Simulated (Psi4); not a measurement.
## A ladder of methods for GeBrF (SMILES [F][Ge][Br])

GeBrF: 3 atoms, total charge 0, spin state singlet. SMILES: `[F][Ge][Br]`. Geometry: optimised at PBE0/def2-TZVP.

```xyz
3

F    -0.7821    1.2223   -0.2638
Ge   -0.6431   -0.5109   -0.4482
Br    1.3935   -0.8250    0.6623
```

Each level gives the dipole moment (D). The values are calculated.

```tsv
level	kind	program	value (D)	CPU time
PBE-D4/def2-TZVPP (density fitting)	GGA	Psi4	2.02	73 s
r2SCAN-D4/def2-TZVPP (density fitting)	meta-GGA	Psi4	2.04	2.4 min
B3LYP-D4/def2-TZVPP (density fitting)	global hybrid	Psi4	2.26	58 s
PBE0-D4/def2-TZVPP (density fitting)	global hybrid	Psi4	2.19	44 s
wB97M-V/def2-TZVPP (density fitting)	range-separated hybrid	Psi4	2.33	2.6 min
```

All-electron rows without a relativistic Hamiltonian named are non-relativistic. The values span 2.02 to 2.33 D. Magnitudes only. CPU times are rough (shared hosts, several kinds of processor): they show what a rung costs within a factor of a few.

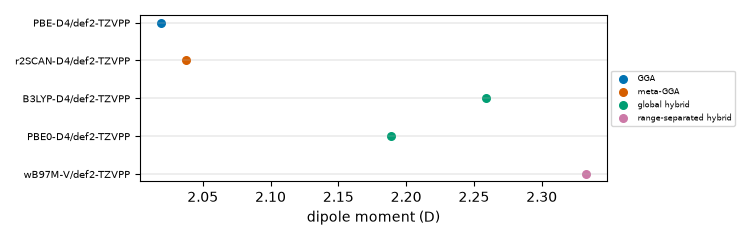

The values of the table, level by level.
